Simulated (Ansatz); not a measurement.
**CHSSi (SMILES [SiH]=C=S) (doublet): density, localisation and related maps**

Input

```
basis:
  gaussian:
    orbitals: def2-TZVPD
crystal:
  periodic: [false, false, false]
  atoms:
    - symbol: C
      position_ang: [-0.964298, 0.663192, 3.048200]
    - symbol: S
      position_ang: [-0.502971, 2.151628, 3.023803]
    - symbol: Si
      position_ang: [-1.787913, -0.926568, 3.042612]
    - symbol: H
      position_ang: [-0.458902, -1.656810, 3.203356]
total_charge: 0
magnetization:
  spin_polarized: true
  initial_magnetization: 1
hamiltonian:
  xc: pbe0
output: {forces: true, orbitals: {seedname: orbitals}}
```

Run with:

```sh
ansatz run input.yaml --threads 1 --pin off --max-ram 2610MiB --events-out events.jsonl --progress --plain --runs-dir runs
```

Geometry: r2SCAN-D4/def2-SVP.

These are results of Ansatz, isolated molecule in a Gaussian basis; Kohn-Sham density functional theory, functional PBE0, not measurements.

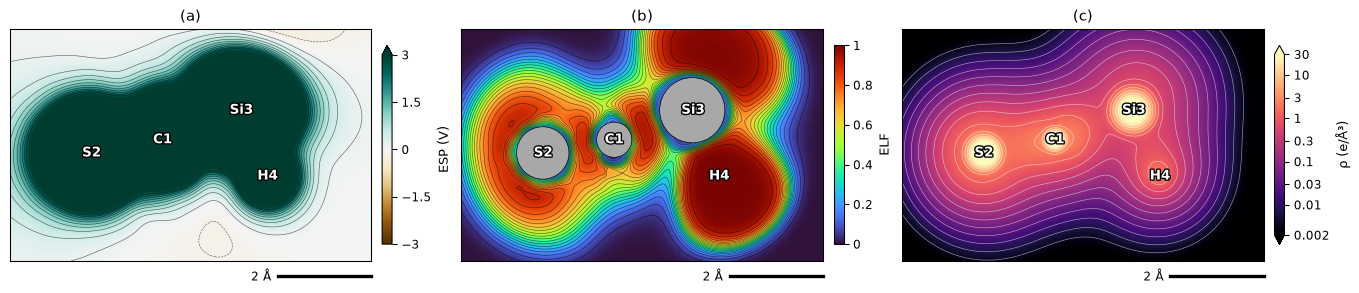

Figure 1. (a) molecular electrostatic potential; (b) electron localisation function; (c) electron density on the molecular plane. Grey discs cover the atomic cores in the ELF map.

Q: Describe what can be read from this map.

A:
- The section cuts through C, S, Si and H sites.
- C–S (1.56 Å): ρ is about 1.9 e/Å³ halfway; the ELF peaks at about 0.90 between the atoms; a covalent bond.
- C–Si (1.79 Å): ρ is about 0.98 e/Å³ halfway; the ELF peaks at about 0.95 between the atoms; localised, covalent bonding.
- Si–H (1.52 Å): the density is about 0.74 e/Å³ at the midpoint; the ELF climbs to about 1 towards the hydrogen, as it does in any bond to H.
- The ELF also peaks beside S2 and Si3, away from the bonds: non-bonding electrons, paired or unpaired.
- The potential has no marked negative region in this plane.

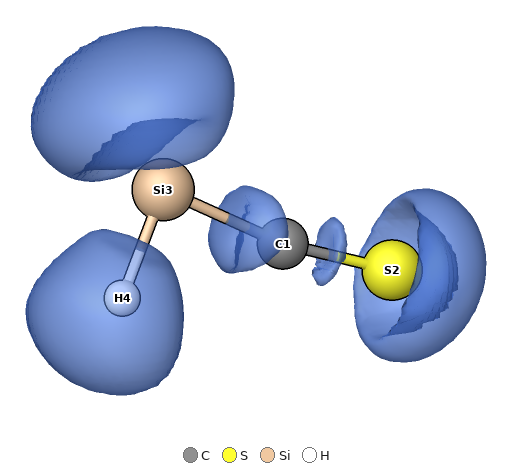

Figure 2. Isosurface of the ELF at 0.85 (blue), seen at a tilt. Core shells and regions of very low density are left out.

Q: Where are the electrons localised?

A: The surface consists of one region between bonded C–S atoms (shared pairs), one region between bonded C–Si atoms (shared pairs), one region around a hydrogen nucleus, one ring or bowl of non-bonding electrons around S and one lobe on Si, pointing away from the bonds (non-bonding electrons).

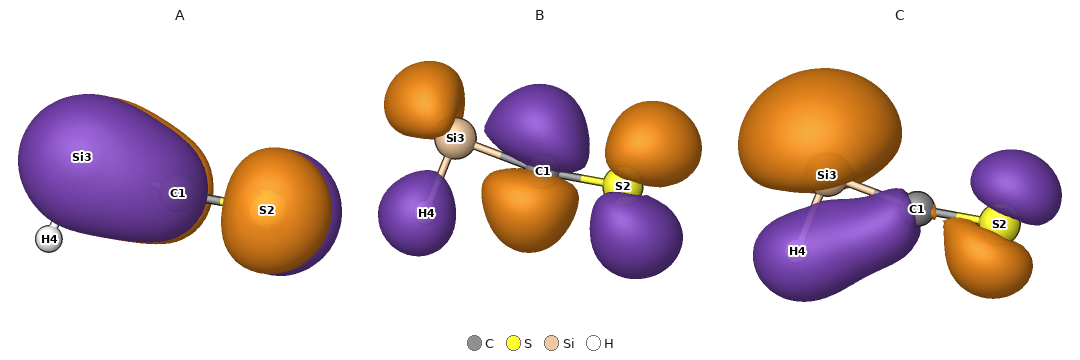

Figure 3. Three frontier orbitals at ±0.1 Å⁻³ᐟ² (orange and purple are the two phases), in no order.

Q: Order the three orbitals by energy and name them. All are α orbitals.

A: C is the HOMO−1 (α) (−7.26 eV). Its weight (Hirshfeld) is mainly on Si3 (about 65 %), S2 (about 15 %), H4 (about 10 %) and C1 (about 10 %); it is symmetric in the molecular plane (an in-plane orbital: σ, lone-pair or in-plane π type). A is the HOMO (α) (−6.29 eV). By Hirshfeld shares it lies mainly on Si3 (about 40 %), S2 (about 35 %) and C1 (about 25 %); it changes sign across the molecular plane (π type); π-bonding across C1–Si3; π-antibonding (a node) across C1–S2. B is the LUMO (α) (−2.68 eV). It lies mainly on C1 (about 40 %), S2 (about 35 %), Si3 (about 20 %) and H4 (about 5 %); it is symmetric in the molecular plane (an in-plane orbital: σ, lone-pair or in-plane π type).

Q: What is the gap between the highest occupied and lowest empty α orbitals?

A: 3.61 eV between the orbital energies.
